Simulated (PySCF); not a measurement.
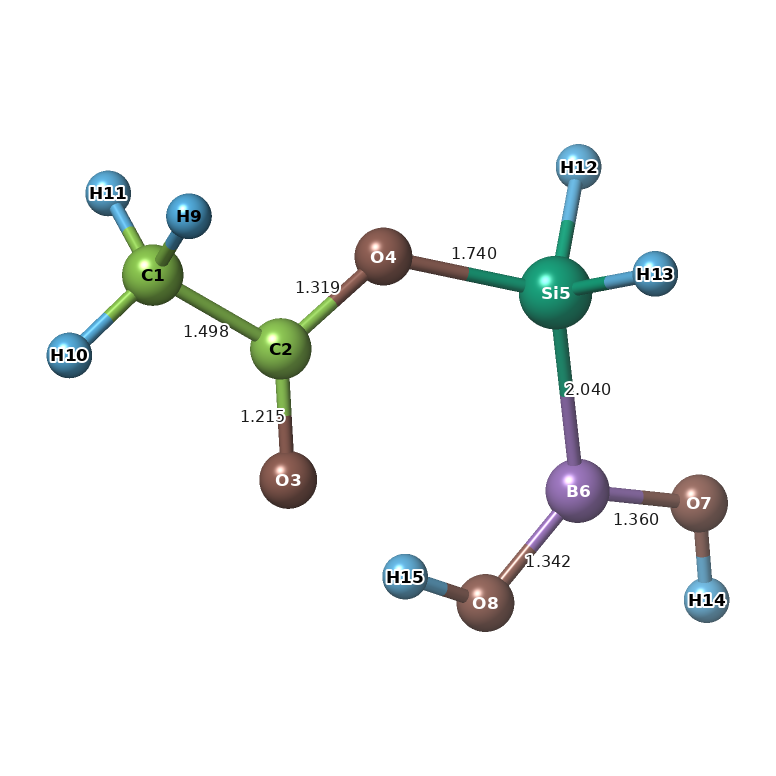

Bond lengths are marked in Å; every bond is drawn as one stick. Computed geometry: PBE0-D3(BJ)/def2-SVP optimisation. No frequency run is at hand to confirm it as a minimum.

> Assign a bond order to each marked bond.

C1–C2 single; C2–O3 double; C2–O4 single; O4–Si5 single; Si5–B6 single; B6–O7 single; B6–O8 single.

> Give the structure as SMILES.

CC(=O)O[SiH2]B(O)O
